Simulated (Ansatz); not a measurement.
# quartet BH2: levels of theory compared

We compute a comparison of 6 runs (U-r2SCAN0/3-21G, UBLYP/3-21G, UCAM-B3LYP/3-21G, U-revPBE/6-311G**, UB2PLYP/6-311G**, UB3LYP/6-311G**) of quartet BH2. 

The calculation is run with Ansatz 0.2.0.

58 further runs of the same task are left out: 58 set aside as unsound or not needed.

### 1 The structure to begin with

BH2: 3 atoms, total charge 0, spin state quartet. SMILES of the parent species: `[BH2]`. The shape is that of a GFN2-xTB optimisation. That shape belongs to the parent species and isn't relaxed for this state.

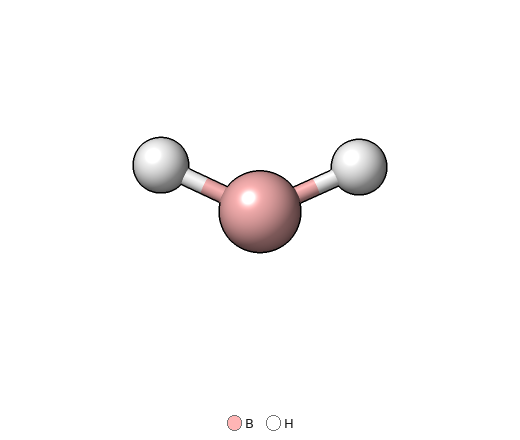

The structure, seen from a chosen angle (boron pink, hydrogen white).

### 2 The energy at U-r2SCAN0/3-21G (run 1)

run.yaml reads:

```yaml
crystal:
  periodic: [false, false, false]
  atoms:
    - {symbol: B, position_ang: [0.262840, -0.166230, 0.128640]}
    - {symbol: H, position_ang: [0.280020, 0.985320, 0.260980]}
    - {symbol: H, position_ang: [-0.542860, -0.819090, -0.389630]}
basis:
  gaussian: {orbitals: 3-21G.json}
hamiltonian: {xc: {name: r2SCAN0}}
magnetization: {spin_polarized: true, initial_magnetization: 3}
accuracy: high
```

The basis set 3-21G is read from a file made from the Basis Set Exchange's data (not shown).

Started as:

```console
ansatz run run.yaml --threads 1 --pin off --max-ram 2610MiB --events-out events.jsonl --progress --plain --runs-dir runs
```

Log:

```text
Warning: RAYON_NUM_THREADS=1 ignored (pool sized by the plan → 1); use --threads N
Functional definition: r2SCAN0
  name "r2SCAN0"
  parameter a = 0.25
  parameter k0 = 0.174
  parameter k1 = 0.065
  parameter a1 = 4.9479
  exchange = (1 - a)*r2scan_x(k0 = k0, k1 = k1, a1 = a1) + a*exact_x
  correlation = r2scan_c
250 factors; integrals over basis functions are off by at most 1.0e-8 eV
mean field evaluation 1: about -695.2361 eV, gradient 6.4e0 eV
mean field evaluation 2: about -695.5560 eV, gradient 2.2e0 eV
mean field evaluation 4: about -695.5925 eV, gradient 3.0e-1 eV
mean field evaluation 8: about -695.5878 eV, gradient 7.5e-3 eV
mean field evaluation 16: about -695.5878 eV, gradient 3.1e-7 eV
mean field -695.58780462 eV, -25.5623803333 hartree, gradient 2.8e-8 eV, S^2 3.752290; 0 other end points of the search recorded, 0 dependent functions left out
reference -695.58780532 eV, -25.5623803591 hartree; 5, 2 occupied and 8, 11 virtual orbitals, 250 factors
Total energy: -695.58780532 eV, -25.5623803591 hartree
```

Wall time 1.6 s (1 thread of Arm Neoverse V1, shared host); peak memory 0.13 GiB.

### 3 The energy at UBLYP/3-21G (run 2)

run.yaml reads:

```yaml
crystal:
  periodic: [false, false, false]
  atoms:
    - symbol: B
      position_ang: [0.262840, -0.166230, 0.128640]
    - symbol: H
      position_ang: [0.280020, 0.985320, 0.260980]
    - symbol: H
      position_ang: [-0.542860, -0.819090, -0.389630]
basis:
  gaussian:
    orbitals: 3-21G.json
magnetization:
  spin_polarized: true
  initial_magnetization: 3
accuracy: high
hamiltonian:
  xc: {name: BLYP}
```

The basis set 3-21G is read from a file made from the Basis Set Exchange's data (not shown).

Started as:

```console
ansatz run run.yaml --threads 1 --pin off --max-ram 2610MiB --events-out events.jsonl --progress --plain --runs-dir runs
```

Log:

```text
Warning: RAYON_NUM_THREADS=1 ignored (pool sized by the plan → 1); use --threads N
Functional definition: BLYP
  name "BLYP"
  parameter beta = 0.0042
  parameter a = 0.04918
  parameter b = 0.132
  parameter c = 0.2533
  parameter d = 0.349
  exchange = b88_x(beta = beta)
  correlation = lyp_c(a = a, b = b, c = c, d = d)
250 factors; integrals over basis functions are off by at most 1.0e-8 eV
mean field evaluation 1: about -694.7221 eV, gradient 9.2e0 eV
mean field evaluation 2: about -695.0573 eV, gradient 6.5e0 eV
mean field evaluation 4: about -695.3846 eV, gradient 1.0e-1 eV
mean field evaluation 8: about -695.3727 eV, gradient 8.8e-3 eV
mean field evaluation 16: about -695.3727 eV, gradient 4.5e-8 eV
mean field -695.37270565 eV, -25.5544755921 hartree, gradient 4.5e-8 eV, S^2 3.751056; 0 other end points of the search recorded, 0 dependent functions left out
reference -695.37273924 eV, -25.5544768265 hartree; 5, 2 occupied and 8, 11 virtual orbitals, 250 factors
Total energy: -695.37273924 eV, -25.5544768265 hartree
```

Wall time 0.52 s (1 thread of Arm Neoverse V1, shared host).

Runs 3 to 5 aren't shown in full; the table further down has their settings and results.

### 4 A single-point energy at UB3LYP/6-311G(d,p) (run 6)

input.yaml reads:

```yaml
crystal:
  periodic: [false, false, false]
  atoms:
    - {symbol: B, position_ang: [0.262840, -0.166230, 0.128640]}
    - {symbol: H, position_ang: [0.280020, 0.985320, 0.260980]}
    - {symbol: H, position_ang: [-0.542860, -0.819090, -0.389630]}
basis:
  gaussian:
    orbitals: 6-311G_st__st_.json
magnetization:
  spin_polarized: true
  initial_magnetization: 3
hamiltonian:
  xc: {name: B3LYP}
accuracy: high
```

The basis set 6-311G** is read from a file made from the Basis Set Exchange's data (not shown).

Started as:

```console
ansatz run input.yaml --threads 1 --pin off --max-ram 2610MiB --events-out events.jsonl --progress --plain --runs-dir runs
```

Log:

```text
Warning: RAYON_NUM_THREADS=1 ignored (pool sized by the plan → 1); use --threads N
Functional definition: B3LYP
  name "B3LYP"
  parameter a0 = 0.2
  parameter ax = 0.72
  parameter ac = 0.81
  exchange = (1 - a0 - ax)*slater_x + ax*b88_x + a0*exact_x
  correlation = (1 - ac)*vwn_rpa_c + ac*lyp_c
533 factors; integrals over basis functions are off by at most 6.2e-9 eV
mean field evaluation 1: about -699.7313 eV, gradient 9.1e0 eV
mean field evaluation 2: about -700.1579 eV, gradient 5.6e0 eV
mean field evaluation 4: about -700.3793 eV, gradient 2.4e-1 eV
mean field evaluation 8: about -700.3797 eV, gradient 6.6e-3 eV
mean field evaluation 16: about -700.3797 eV, gradient 2.1e-7 eV
mean field -700.37966218 eV, -25.7384778507 hartree, gradient 6.8e-8 eV, S^2 3.752411; 0 other end points of the search recorded, 0 dependent functions left out
reference -700.37968986 eV, -25.7384788679 hartree; 5, 2 occupied and 25, 28 virtual orbitals, 533 factors
Total energy: -700.37968986 eV, -25.7384788679 hartree
```

It took 0.97 s on 1 thread of Arm Neoverse V1, shared host; peak memory 0.091 GiB.

### 5 Overview of the runs

```tsv
run	level	frozen core orbitals	energy (Eh)	⟨S²⟩	wall time
1	U-r2SCAN0/3-21G	–	-25.562380	3.752	1.6 s
2	UBLYP/3-21G	–	-25.554477	3.751	0.52 s
3	UCAM-B3LYP/3-21G	–	-25.547810	3.752	0.79 s
4	U-revPBE/6-311G**	–	-25.734309	3.751	0.85 s
5	UB2PLYP/6-311G**	1	-25.693732	3.755	1.1 s
6	UB3LYP/6-311G**	–	-25.738479	3.752	0.97 s
```

### 6 What came out

| quantity | value |
| --- | --- |
| run 6: total energy | -25.73848 Eh |
| run 6: ⟨S²⟩ | 3.752 |

What this shows: Totals of different functionals can't be ranked against each other. All runs together took 5.8 s, the longest 1.6 s.
